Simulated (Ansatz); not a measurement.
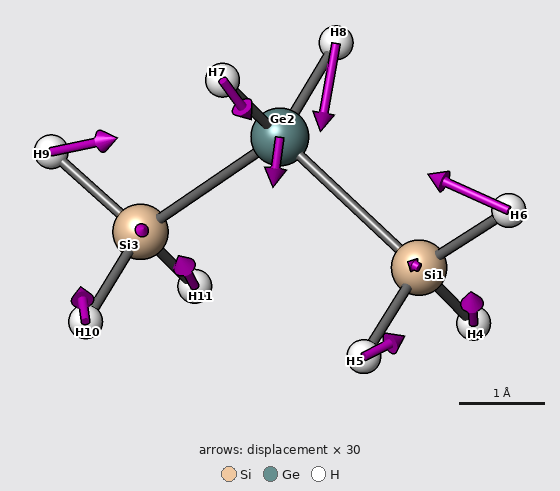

This is a relaxation of GeSi2H8. The starting structure is drawn; purple arrows show the displacements, magnified 30 times. The two geometries are superimposed by the best rigid fit.

The picture is a ball-and-stick view, seen at a tilt.

The start comes from PBE-D4/def2-SVP.

Theory: RKS PBE0-D4/def2-TZVP in Ansatz.

Input file:
```yaml
crystal:
  periodic: [false, false, false]
  atoms:
    - {symbol: Si, position_ang: [-1.244123, 1.303619, -0.851314]}
    - {symbol: Ge, position_ang: [-0.357822, -0.029906, 0.930133]}
    - {symbol: Si, position_ang: [1.522425, -1.298113, 0.158519]}
    - {symbol: H, position_ang: [-1.661605, 0.411093, -1.987908]}
    - {symbol: H, position_ang: [-0.182005, 2.249970, -1.343292]}
    - {symbol: H, position_ang: [-2.438354, 2.104383, -0.403416]}
    - {symbol: H, position_ang: [0.086448, 0.891454, 2.101041]}
    - {symbol: H, position_ang: [-1.455139, -0.987878, 1.473028]}
    - {symbol: H, position_ang: [2.108268, -2.140645, 1.260890]}
    - {symbol: H, position_ang: [2.584074, -0.359119, -0.349044]}
    - {symbol: H, position_ang: [1.103033, -2.201958, -0.967937]}
basis:
  gaussian: {orbitals: def2-TZVP}
hamiltonian: {xc: pbe0, dispersion: d4}
relax: {f_tol: 0.005, max_steps: 150}
```

Atoms of which element are displaced furthest, and by how much?

Answer. Hydrogen: up to 0.038 Å, against 0.021 Å for germanium.

Describe the change and its energy.

Answer. Over 5 geometry steps the energy falls by 0.55 kcal/mol. Largest force component: 0.27 eV/Å at the start, 0.0029 eV/Å at the end. H6 moves most after the best rigid fit: 0.038 Å. By element the largest moves are H 0.038 Å, Ge 0.021 Å, Si 0.006 Å. Among the contacts that change: Si1–H5 1.505 → 1.487 Å, Si1–H4 1.504 → 1.487 Å, Ge2–Si3 2.396 → 2.379 Å, Ge2–H7 1.555 → 1.541 Å.
